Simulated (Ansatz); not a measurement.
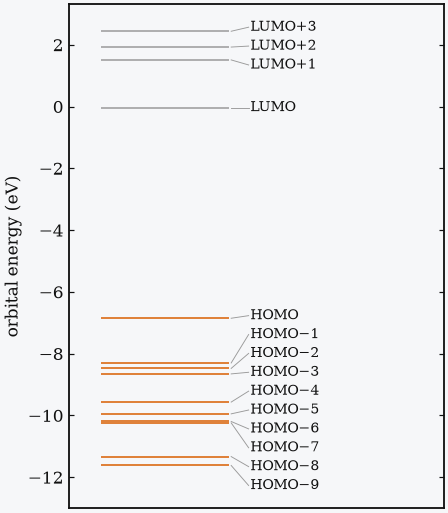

C₆H₁₂, SMILES C=C[C@H](C)CC. Kohn-Sham orbital energies near the frontier, r2SCANh/def2-TZVPP with the Ansatz code 0.2.0, at a PBE0-D4/def2-TZVP geometry (no frequency check), isolated molecule; empty levels in grey, levels within 0.03 eV side by side.

Where do the frontier orbitals lie?

Answer. HOMO at −6.85 eV, LUMO at −0.03 eV, 6.82 eV apart.

How far below the HOMO does the next level lie?

Answer. 1.45 eV.

List the levels.

Answer.
```csv
orbital,energy (eV)
LUMO+3,2.44
LUMO+2,1.93
LUMO+1,1.51
LUMO,−0.03
HOMO,−6.85
HOMO−1,−8.30
HOMO−2,−8.48
HOMO−3,−8.66
HOMO−4,−9.57
HOMO−5,−9.95
HOMO−6,−10.20
HOMO−7,−10.24
HOMO−8,−11.33
HOMO−9,−11.62
```

Known limits of this run: one conformer of a flexible molecule; empty levels above zero depend strongly on the basis.
